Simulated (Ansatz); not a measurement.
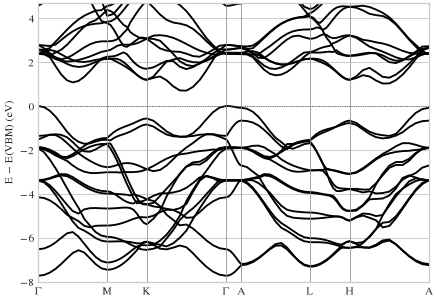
Band structure from LDA (plane waves, PAW; program Ansatz)

**Question.** Read off the gap and where the band edges lie.

**Answer.** About 0.7 eV (0.68 eV by a search for the band edges); maximum at Γ, minimum on the K–Γ line, 46 % of the way from K.

**Question.** Which of these materials gives this?
(A) CdI2, P-3m1 (Pearson symbol hP12)
(B) ZnCdS2, P3m1 (Zn on 1a, Cd on 1b, S on 1b, S on 1a)
(C) WSeS, P-3m1 (W on 2d, Se on 2d, S on 2d)
(D) CuI, P-3m1 (Cu on 2d, I on 2d)

**Answer.** C, WSeS, P-3m1 (W on 2d, Se on 2d, S on 2d)

The first step of the workflow began from a Materials Project structure, measured or hypothetical; the Crystallography Open Database copy checked does not list it. Its standing as an ambient phase is unchecked. The cell was relaxed with LDA under the symmetry of its start; its stability against distortions is not shown here. No spin polarisation was allowed. A crystal of weakly bound layers computed without a dispersion correction: the cell and the soft elastic constants depend strongly on that. Spin–orbit coupling is left out wherever it is not named.

Potentials: the later of the program's two PAW sets.
